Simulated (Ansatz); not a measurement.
# Calculations on BPH3OCl

### Relaxation

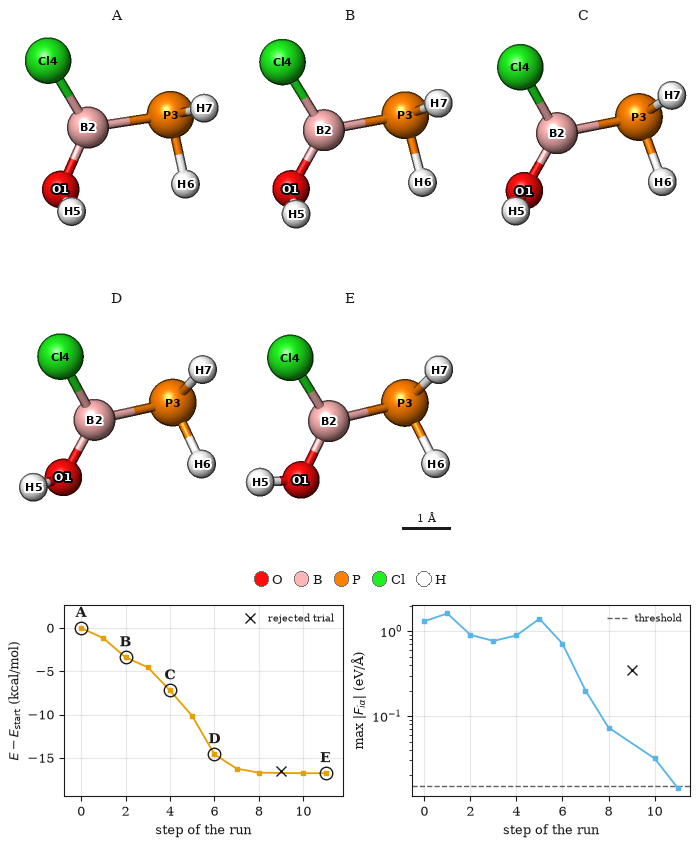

Frames of a relaxation of BPH3OCl, marked on the history of the run. Style: ball-and-stick. Shown at a tilt.

The run prepares an end point of a later path (inversion) calculation, from a guessed geometry.

Computed with RKS PBE/def2-mTZVP in Ansatz.

Input file:
```yaml
crystal:
  periodic: [false, false, false]
  atoms:
    - { symbol: O, position_ang: [-0.8158, 1.265, -0.3398] }
    - { symbol: B, position_ang: [-0.61, -0.1299, -0.3289] }
    - { symbol: P, position_ang: [0.3175, -0.9141, 1.1369] }
    - { symbol: Cl, position_ang: [-1.1369, -1.1828, -1.7077] }
    - { symbol: H, position_ang: [-0.0801, 1.6889, -0.8382] }
    - { symbol: H, position_ang: [0.8169, 0.3753, 1.666] }
    - { symbol: H, position_ang: [1.5697, -1.1704, 0.3661] }
basis:
  gaussian: { orbitals: def2-mTZVP }
hamiltonian:
  xc: pbe
relax:
  f_tol: 0.015
  max_steps: 40
output:
  orbitals: {}
```

Launched with:
```bash
ansatz run input.yaml --threads 2 --pin off --max-ram 3072MiB --backend cpu --events-out ev --progress --plain --runs-dir out
```

Describe the path.

Answer. The atom that moves furthest after the best rigid fit is H5 (0.99 Å). By element the largest moves are H 0.99 Å, Cl 0.44 Å, B 0.32 Å, O 0.24 Å, P 0.16 Å. Among the contacts that change: P3–H7 1.493 → 1.431 Å, O1–B2 1.410 → 1.359 Å, P3–H6 1.481 → 1.433 Å, B2–P3 1.904 → 1.929 Å. Among the angles between lasting bonds that change: B2–O1–H5 108.7° → 113.1°, H6–P3–H7 92.9° → 95.8°, O1–B2–Cl4 121.7° → 119.6°. Groups turn about O1–B2 by about 90°, B2–P3 by about 25°. The energy falls by 16.8 kcal/mol in 10 accepted moves (11 points after the start). Largest force component: 1.3 eV/Å at the start, 0.014 eV/Å at the end. The line search rejected the trial step at point 9 of the run. From step 0 to 2: H5 moves most (0.19 Å), energy −3.39 kcal/mol. From step 2 to 4: H5 moves most (0.28 Å), energy −3.82 kcal/mol. From step 4 to 6: H5 moves most (0.38 Å), energy −7.37 kcal/mol. From step 6 to 11: H5 moves most (0.20 Å), energy −2.18 kcal/mol.

### Relaxation

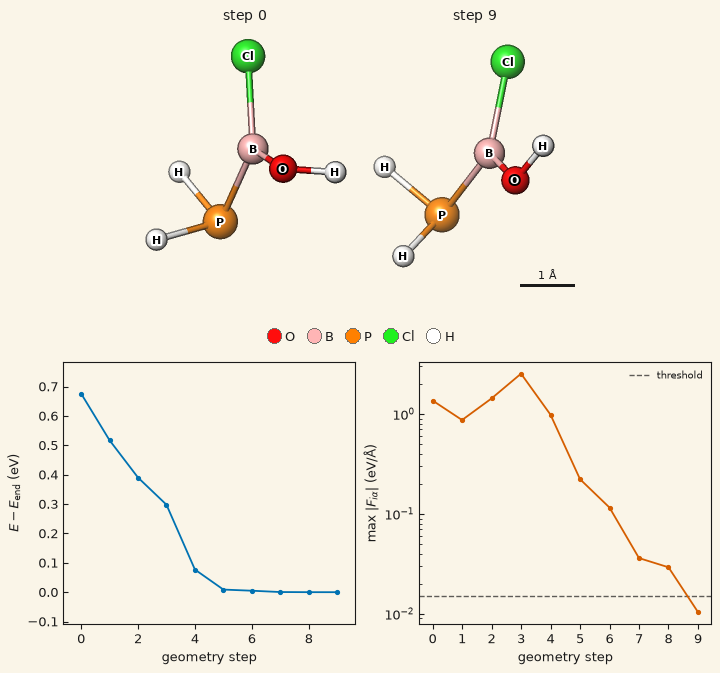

First and last geometry of a relaxation of BPH3OCl, with the history of the run. A ball-and-stick model, seen from a free direction.

The run prepares an end point of a later path (inversion) calculation, from a guessed geometry.

Method: RKS PBE/def2-mTZVP in Ansatz 0.2.0.

The input:
```yaml
crystal:
  periodic: [false, false, false]
  atoms:
    - { symbol: O, position_ang: [-0.8158, 1.265, -0.3398] }
    - { symbol: B, position_ang: [-0.61, -0.1299, -0.3289] }
    - { symbol: P, position_ang: [0.3175, -0.9141, 1.1369] }
    - { symbol: Cl, position_ang: [-1.1369, -1.1828, -1.7077] }
    - { symbol: H, position_ang: [-0.0801, 1.6889, -0.8382] }
    - { symbol: H, position_ang: [-0.80298, -0.74771, 2.09018] }
    - { symbol: H, position_ang: [-0.07807, -2.31275, 0.79759] }
basis:
  gaussian: { orbitals: def2-mTZVP }
hamiltonian:
  xc: pbe
relax:
  f_tol: 0.015
  max_steps: 40
output:
  orbitals: {}
```

Launched with:
```bash
ansatz run input.yaml --threads 2 --pin off --max-ram 3072MiB --backend cpu --events-out ev --progress --plain --runs-dir out
```

Question: Read the history and describe the run.

Answer: It converged. Over 9 geometry steps the energy falls by 0.676 eV. The largest force component goes from 1.4 to 0.01 eV/Å. H5 moves most after the best rigid fit: 0.76 Å. By element the largest moves are H 0.76 Å, Cl 0.57 Å, O 0.31 Å, P 0.31 Å, B 0.21 Å. Among the contacts that change: P3–H7 1.493 → 1.430 Å, O1–B2 1.410 → 1.358 Å, P3–H6 1.481 → 1.432 Å, B2–P3 1.904 → 1.929 Å. Among the angles between lasting bonds that change: B2–O1–H5 108.7° → 113.3°, H6–P3–H7 92.9° → 95.8°, O1–B2–Cl4 121.7° → 119.7°. Groups turn about O1–B2 by about 80°, B2–P3 by about 35°. The run took 17 s on 2 threads of Intel(R) Xeon(R) CPU @ 2.80GHz (Skylake/Cascade Lake), on a shared host, peak memory 0.17 GiB.

### Path

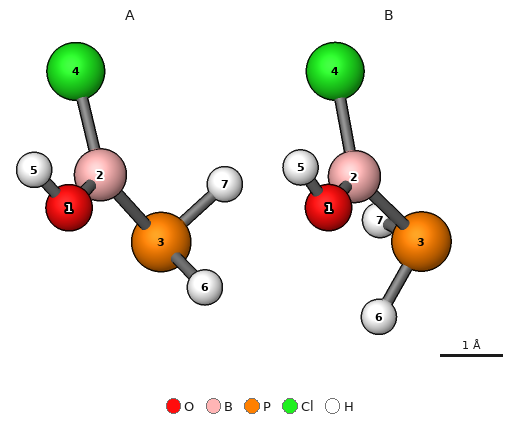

The two relaxed end points of a path for BPH₃OCl. Style: ball-and-stick. Shown from a free direction.

Computed with RKS PBE/def2-mTZVP in Ansatz.

The input:
```yaml
crystal:
  periodic: [false, false, false]
  atoms:
    - { symbol: O, position_ang: [-0.58883, 1.381479, -0.327791] }
    - { symbol: B, position_ang: [-0.337332, 0.04627, -0.337267] }
    - { symbol: P, position_ang: [0.281335, -0.835027, 1.26356] }
    - { symbol: Cl, position_ang: [-0.753351, -0.925189, -1.790482] }
    - { symbol: H, position_ang: [-0.995928, 1.701477, -1.157691] }
    - { symbol: H, position_ang: [1.177961, 0.202116, 1.679994] }
    - { symbol: H, position_ang: [1.277444, -1.639126, 0.624077] }
basis:
  gaussian: { orbitals: def2-mTZVP }
hamiltonian:
  xc: pbe
neb:
  order_check: false
  images: 9
  f_tol: 0.05
  max_iterations: 60
  initial_path: idpp
  final_atoms:
    - { symbol: O, position_ang: [-0.57527517, 1.38535575, -0.33655667] }
    - { symbol: B, position_ang: [-0.14116215, 0.10321406, -0.45078282] }
    - { symbol: P, position_ang: [1.26808431, -0.55139102, 0.69237134] }
    - { symbol: Cl, position_ang: [-0.75864183, -0.92881616, -1.78579715] }
    - { symbol: H, position_ang: [-1.21378724, 1.64078002, -1.03183044] }
    - { symbol: H, position_ang: [0.81982807, 0.09747151, 1.88781653] }
    - { symbol: H, position_ang: [0.66225301, -1.81461416, 0.97917922] }
```

Run as
```bash
ansatz run input.yaml --threads 2 --pin off --max-ram 3072MiB --backend cpu --events-out ev --progress --plain --runs-dir out
```

### What barrier does the band find between them, and by what path?

The barrier is about 16.4 kcal/mol in both directions, with image 5 at the top; the ends have the same energy. The motion is an umbrella inversion at P3. No bond forms or breaks between the ends. Among the angles between lasting bonds that change up to the highest image: B2–P3–H6 96.4° → 124.5°, B2–P3–H7 96.3° → 122.4°. The band converged in 7 iterations. The largest component of the band force went from 0.93 to 0.013 eV/Å. The climbing image converged on the top of the path. Its vibrational analysis gives one imaginary mode (618i cm⁻¹), as a transition state must have.

Energies of the converged images:

| image | path (Å) | E (kcal/mol) |
| --- | --- | --- |
| 0 | 0.00 | 0.0 |
| 1 | 0.20 | 0.5 |
| 2 | 0.41 | 2.6 |
| 3 | 0.61 | 7.3 |
| 4 | 0.82 | 13.5 |
| 5 | 1.02 | 16.4 |
| 6 | 1.22 | 13.5 |
| 7 | 1.43 | 7.3 |
| 8 | 1.63 | 2.6 |
| 9 | 1.84 | 0.5 |
| 10 | 2.04 | 0.0 |

The geometry at the top of the path:

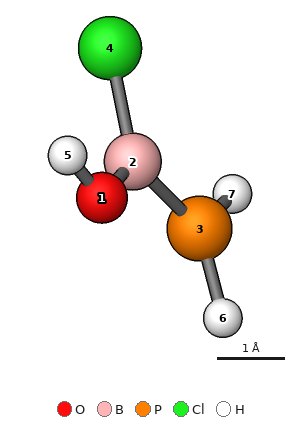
